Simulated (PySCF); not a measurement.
# C₂H₈OSeSi: electronic excitations at several levels of theory, part 2 of 2

PySCF 2.14.0. Atoms count from 0. Earlier steps stand in the parts before.

### Step 9. Ultraviolet spectrum: PBE0/6-31G*

What the job is given:

```
{"job": {"kind": "uv", "xc": "PBE0", "basis": "6-31G*"}, "charge": 0, "multiplicity": 1}
C     -1.654952     0.279672     1.005371
C     -0.795040     0.182837    -0.252602
Si     1.019343    -0.065224     0.105655
O      1.107232    -1.410768     1.086631
Se     2.175355    -0.386904    -1.850652
H     -2.721143     0.400712     0.758373
H     -1.552809    -0.624336     1.624443
H     -1.362980     1.139473     1.629518
H     -1.125125    -0.658049    -0.887487
H     -0.889004     1.088559    -0.875971
H      1.637803     1.127452     0.763114
H      1.980612    -1.795545     1.206103
H      3.257309     0.523265    -1.450585
```

With the program's defaults for keys left out, this is: TDDFT PBE0/6-31G*, vertical, gas phase, core orbitals frozen in the response.

Standard output:

```text
coarse grid: 49064 points
cycle   1  E = -2846.3478431960  dE = -5.488e-01  |g| = 7.410e-01  |ddm| = 3.144e+00
cycle   2  E = -2846.1988860590  dE =  1.490e-01  |g| = 1.133e+00  |ddm| = 1.731e+00
cycle   3  E = -2846.4611238502  dE = -2.622e-01  |g| = 1.035e-01  |ddm| = 1.172e+00
cycle   4  E = -2846.4635147567  dE = -2.391e-03  |g| = 4.185e-02  |ddm| = 1.653e-01
cycle   5  E = -2846.4639419690  dE = -4.272e-04  |g| = 6.558e-03  |ddm| = 4.543e-02
cycle   6  E = -2846.4639497807  dE = -7.812e-06  |g| = 1.726e-03  |ddm| = 8.993e-03
final grid: 101600 points
cycle   7  E = -2846.4639152350  dE =  1.323e-07  |g| = 2.043e-03  |ddm| = 4.974e-03
cycle   8  E = -2846.4639148409  dE =  3.941e-07  |g| = 2.495e-03  |ddm| = 5.244e-03
cycle   9  E = -2846.4639162286  dE = -1.388e-06  |g| = 1.558e-04  |ddm| = 2.701e-03
cycle  10  E = -2846.4639162349  dE = -6.302e-09  |g| = 3.077e-05  |ddm| = 1.969e-04
cycle  11  E = -2846.4639162351  dE = -1.783e-10  |g| = 5.944e-06  |ddm| = 3.306e-05
converged SCF energy = -2846.4639162351

Static polarisability (au): isotropic 68.717, principal 56.963 61.550 87.638

Singlet excitations
state   eV       nm        f      main configurations
  1   5.7829    214.4   0.00295   H->L 0.99
  2   6.6618    186.1   0.02218   H->L+1 0.75, H->L+2 0.22
  3   6.9462    178.5   0.02467   H->L+2 0.68, H->L+1 0.16, H-1->L 0.11
  4   7.4807    165.7   0.01985   H-1->L 0.74, H-1->L+1 0.10
  5   7.7792    159.4   0.00880   H-2->L 0.32, H-1->L+1 0.31, H-1->L+2 0.25
  6   7.8125    158.7   0.01775   H-2->L 0.55, H-1->L+1 0.31
  7   8.0733    153.6   0.01031   H->L+3 0.87
  8   8.1445    152.2   0.01939   H-2->L+1 0.54, H-1->L+2 0.36
  9   8.3129    149.1   0.01845   H-2->L+2 0.84
 10   8.5993    144.2   0.54510   H-2->L+1 0.23, H-1->L+2 0.20, H-1->L+1 0.14

Triplet excitations (Tamm-Dancoff, eV): 5.2417 6.0546 6.4267 6.6079
```

It took 15 s on 1 thread of Arm Neoverse V1, shared host; peak memory 0.59 GiB.

In short: HOMO -6.94 eV, LUMO 0.52 eV; lowest singlet 5.78 eV.

### Step 10. Ultraviolet spectrum: PBE0/def2-SVP

Same as in step 9 but for these lines:

```diff
@@ -1,2 +1,2 @@
-{"job": {"kind": "uv", "xc": "PBE0", "basis": "6-31G*"}, "charge": 0, "multiplicity": 1}
+{"job": {"kind": "uv", "xc": "PBE0", "basis": "def2-SVP"}, "charge": 0, "multiplicity": 1}
 C     -1.654952     0.279672     1.005371
```

Method: TDDFT PBE0/def2-SVP, vertical, gas phase, core orbitals frozen in the response.

Standard output:

```text
coarse grid: 49064 points
cycle   1  E = -2846.1811530683  dE = -5.970e-01  |g| = 7.304e-01  |ddm| = 3.446e+00
cycle   2  E = -2846.0271260428  dE =  1.540e-01  |g| = 1.136e+00  |ddm| = 1.751e+00
cycle   3  E = -2846.2890110035  dE = -2.619e-01  |g| = 9.514e-02  |ddm| = 1.210e+00
cycle   4  E = -2846.2909291322  dE = -1.918e-03  |g| = 4.265e-02  |ddm| = 1.578e-01
cycle   5  E = -2846.2913813536  dE = -4.522e-04  |g| = 6.249e-03  |ddm| = 4.713e-02
cycle   6  E = -2846.2913893849  dE = -8.031e-06  |g| = 1.705e-03  |ddm| = 8.579e-03
final grid: 101600 points
cycle   7  E = -2846.2913503277  dE =  1.528e-07  |g| = 2.033e-03  |ddm| = 4.756e-03
cycle   8  E = -2846.2913498870  dE =  4.407e-07  |g| = 2.499e-03  |ddm| = 5.071e-03
cycle   9  E = -2846.2913512809  dE = -1.394e-06  |g| = 1.532e-04  |ddm| = 2.689e-03
cycle  10  E = -2846.2913512867  dE = -5.860e-09  |g| = 2.843e-05  |ddm| = 1.853e-04
cycle  11  E = -2846.2913512869  dE = -1.528e-10  |g| = 5.941e-06  |ddm| = 3.061e-05
converged SCF energy = -2846.2913512869

Static polarisability (au): isotropic 69.854, principal 58.180 63.403 87.978

Singlet excitations
state   eV       nm        f      main configurations
  1   5.5965    221.5   0.00013   H->L 0.99
  2   6.7482    183.7   0.01847   H->L+1 0.48, H->L+2 0.47
  3   6.9800    177.6   0.01586   H->L+2 0.35, H->L+1 0.30, H-1->L 0.29
  4   7.2471    171.1   0.02564   H-1->L 0.64, H->L+1 0.15, H->L+2 0.12
  5   7.6484    162.1   0.00482   H-2->L 0.90
  6   7.8696    157.5   0.01420   H->L+3 0.62, H-1->L+1 0.27
  7   7.9245    156.5   0.01441   H-1->L+1 0.48, H->L+3 0.26, H-1->L+2 0.16
  8   8.2346    150.6   0.02952   H-1->L+2 0.41, H-2->L+1 0.27, H-2->L+2 0.24
  9   8.3605    148.3   0.02984   H-2->L+2 0.55, H-2->L+1 0.39
 10   8.5654    144.8   0.03088   H->L+5 0.44, H->L+4 0.31, H->L+6 0.14

Triplet excitations (Tamm-Dancoff, eV): 5.0711 6.1764 6.3893 6.5805
```

Wall time 19 s (1 thread of Arm Neoverse V1, shared host); peak memory 0.67 GiB.

In short: HOMO -6.93 eV, LUMO 0.29 eV; lowest singlet 5.60 eV.

### Step 11. TDDFT and polarisability: PBE0/def2-TZVP

Same as in step 10 but for these lines:

```diff
@@ -1,2 +1,2 @@
-{"job": {"kind": "uv", "xc": "PBE0", "basis": "def2-SVP"}, "charge": 0, "multiplicity": 1}
+{"job": {"kind": "uv", "xc": "PBE0", "basis": "def2-TZVP"}, "charge": 0, "multiplicity": 1}
 C     -1.654952     0.279672     1.005371
```

With the program's defaults for keys left out, this is: TDDFT PBE0/def2-TZVP, vertical, gas phase, core orbitals frozen in the response.

Standard output:

```text
coarse grid: 49064 points
cycle   1  E = -2846.7535266267  dE = -5.708e-01  |g| = 8.106e-01  |ddm| = 2.643e+00
cycle   2  E = -2846.5631909460  dE =  1.903e-01  |g| = 1.269e+00  |ddm| = 1.377e+00
cycle   3  E = -2846.8682372941  dE = -3.050e-01  |g| = 1.322e-01  |ddm| = 1.009e+00
cycle   4  E = -2846.8713225215  dE = -3.085e-03  |g| = 4.388e-02  |ddm| = 1.212e-01
cycle   5  E = -2846.8717694675  dE = -4.469e-04  |g| = 1.304e-02  |ddm| = 3.903e-02
cycle   6  E = -2846.8718060214  dE = -3.655e-05  |g| = 1.511e-03  |ddm| = 9.714e-03
cycle   7  E = -2846.8718064876  dE = -4.662e-07  |g| = 7.887e-04  |ddm| = 1.844e-03
final grid: 101600 points
cycle   8  E = -2846.8718354267  dE = -7.158e-08  |g| = 1.034e-03  |ddm| = 3.701e-03
cycle   9  E = -2846.8718352793  dE =  1.474e-07  |g| = 1.335e-03  |ddm| = 1.971e-03
cycle  10  E = -2846.8718356804  dE = -4.011e-07  |g| = 8.929e-05  |ddm| = 1.079e-03
cycle  11  E = -2846.8718356820  dE = -1.607e-09  |g| = 1.742e-05  |ddm| = 6.249e-05
cycle  12  E = -2846.8718356821  dE = -5.184e-11  |g| = 6.448e-06  |ddm| = 1.571e-05
converged SCF energy = -2846.8718356821

Static polarisability (au): isotropic 80.194, principal 67.901 72.469 100.212

Singlet excitations
state   eV       nm        f      main configurations
  1   5.4738    226.5   0.00137   H->L 0.97
  2   6.4259    192.9   0.04250   H->L+1 0.50, H->L+2 0.43
  3   6.6489    186.5   0.03001   H->L+2 0.47, H->L+1 0.36, H-1->L 0.10
  4   7.0207    176.6   0.00841   H-1->L 0.83
  5   7.3348    169.0   0.00818   H->L+3 0.66, H-2->L 0.16
  6   7.4148    167.2   0.00192   H-2->L 0.71, H->L+3 0.17
  7   7.5648    163.9   0.01647   H-1->L+1 0.79
  8   7.7481    160.0   0.04202   H->L+4 0.80
  9   7.8986    157.0   0.04899   H-2->L+1 0.57, H-1->L+2 0.29
 10   7.9854    155.3   0.01170   H-2->L+2 0.58, H-2->L+1 0.24, H-1->L+2 0.09

Triplet excitations (Tamm-Dancoff, eV): 4.9918 5.9381 6.1352 6.3187
```

Run time: 45 s. Hardware: 1 thread of Arm Neoverse V1, shared host; peak memory 0.93 GiB.

Key values: HOMO -7.06 eV, LUMO 0.02 eV; lowest singlet 5.47 eV.

### Step 12. Side by side: electronic excitations

Excitations and ground-state properties, with basis size and wall time:

| run | lowest singlet (eV) | brightest (eV) | f | gap (eV) | α (Å³) | μ (D) | functions | time |
| --- | --- | --- | --- | --- | --- | --- | --- | --- |
| PBE/def2-SVPD | 5.04 | 5.60 | 0.051 | 4.91 | 13.25 | 0.76 | 192 | 1.7 min |
| B3LYP/def2-SVPD | 5.20 | 5.86 | 0.057 | 6.35 | 12.79 | 0.82 | 192 | 68 s |
| PBE0/def2-SVPD | 5.35 | 7.48 | 0.073 | 6.86 | 12.67 | 0.86 | 192 | 61 s |
| BHandHLYP/def2-SVPD | 5.45 | 8.08 | 0.151 | 8.52 | 12.25 | 0.92 | 192 | 57 s |
| CAM-B3LYP/def2-SVPD | 5.33 | 7.80 | 0.125 | 8.94 | 12.53 | 0.89 | 192 | 74 s |
| wB97X-D/def2-SVPD | 5.43 | 7.92 | 0.198 | 10.35 | 12.54 | 0.90 | 192 | 70 s |
| LC-wPBE/def2-SVPD | 5.58 | 8.35 | 0.389 | 11.37 | 12.20 | 0.95 | 192 | 90 s |
| PBE0/6-31G* | 5.78 | 8.60 | 0.545 | 7.45 | 10.18 | 1.17 | 108 | 15 s |
| PBE0/def2-SVP | 5.60 | 8.57 | 0.031 | 7.22 | 10.35 | 1.01 | 132 | 19 s |
| PBE0/def2-TZVP | 5.47 | 7.90 | 0.049 | 7.08 | 11.88 | 0.87 | 226 | 45 s |

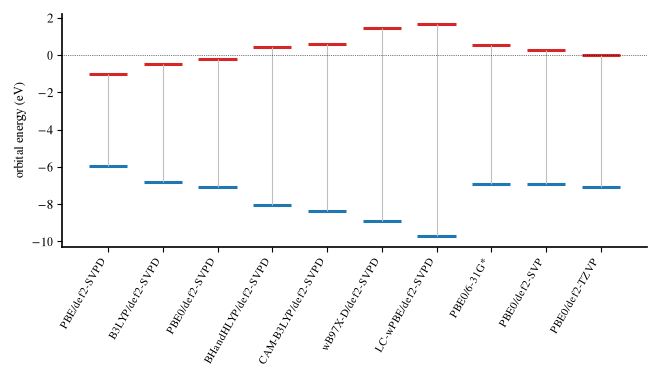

HOMO (blue) and LUMO (red) run by run.

### Step 13. Outcome

The summary covers parts 1 to 2.

| quantity | value |
| --- | --- |
| lowest singlet (PBE/def2-SVPD) | 5.04 eV (246 nm), f = 0.017 |
| brightest single state of those computed | state 2, 5.60 eV, f = 0.051 |
| lowest triplet | 4.69 eV |
| vertical ionisation energy (ΔSCF) | 8.91 eV |
| range of the lowest singlet | 5.04 to 5.78 eV |

In words: Single values in the summary come from the first sound run of each kind (PBE/def2-SVPD), which need not be the best level. The lowest singlet, at 5.04 eV, is HOMO→LUMO 0.99 and is weak; of the 10 states computed, the strongest absorption comes from state 2 at 5.60 eV (the last state computed absorbs too, and its partners may lie past the list). The lowest triplet lies 0.36 eV below the lowest singlet (triplets in Tamm-Dancoff, singlets in full TDDFT). ΔSCF puts the ionisation energy at 8.91 eV, 2.99 eV above −ε(HOMO). The lowest singlet runs from 5.04 eV (PBE/def2-SVPD) to 5.78 eV (PBE0/6-31G*), while the orbital gap spans 4.91 to 11.37 eV. The lowest state need not be the same one in every run. The runs solved for a few states only, so the brightest column depends on that window.
